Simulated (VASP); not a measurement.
Band structure of GeBr2 (space group P6_3/mmc). Computed with PBE GGA, VASP's PBE PAW potentials (set 64) (plane waves; VASP 6.6.1).

The path is coarsely sampled, so an indirect gap can come out somewhat too large.

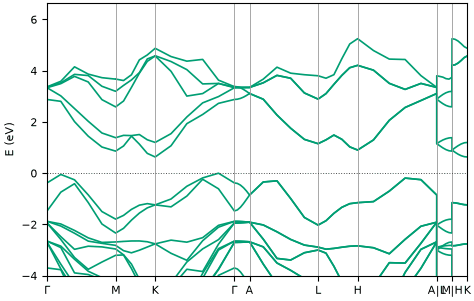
*Bands along high-symmetry lines, zero at the valence-band maximum or, without a gap, the Fermi level*

Problem. Read the plot: is there a gap, and where are the band edges?

Solution. The gap is indirect, 0.63 eV, from the valence maximum at K-Γ at 0.80 to the conduction minimum at K.

The structure was generated: GeBr2 was put into an ordered model structure, which need not be its known phase. The cell was not relaxed at this level. The k-mesh is coarse (spacing up to 0.47 per Å, 2π included), so the numbers may not be converged in it.
